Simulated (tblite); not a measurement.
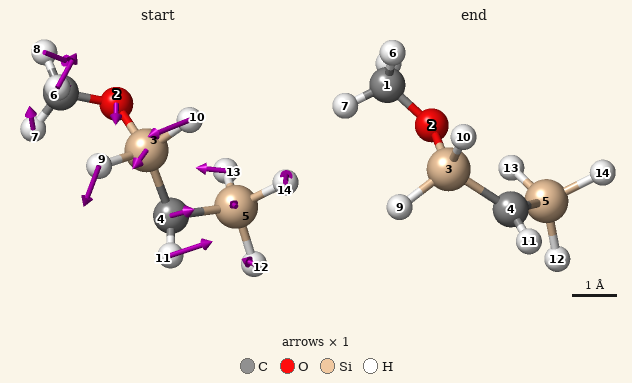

The structure of C$_{2}$H$_{9}$OSi$_{2}$ (multiplicity 2) before (left) and after (right) a relaxation, at one scale. The purple arrows give the displacements, at their true length.

Style: ball-and-stick. Shown from a free direction.

Theory: GFN2-xTB geometry optimisation, gas phase (tblite). 

### What changed between the two?

Over 185 geometry steps the energy falls by 0.804 eV. The largest move after the best rigid fit is that of H10, 1.28 Å. By element the largest moves are H 1.28 Å, C 0.72 Å, Si 0.62 Å, O 0.57 Å. Some distances before and after: O2–Si3 1.740 → 1.625 Å, C4–H11 1.111 → 1.082 Å, Si5–H14 1.449 → 1.473 Å, C4–Si5 1.837 → 1.860 Å. Bond angles that change, for instance: C1–O2–Si3 107.5° → 128.1°, Si3–C4–Si5 115.2° → 129.5°, O2–Si3–C4 108.6° → 102.4°. Groups turn about O2–Si3 by about 55°, C1–O2 by about 20°. Cost: 0.82 s on 1 thread of Arm Neoverse V2, on a shared host.
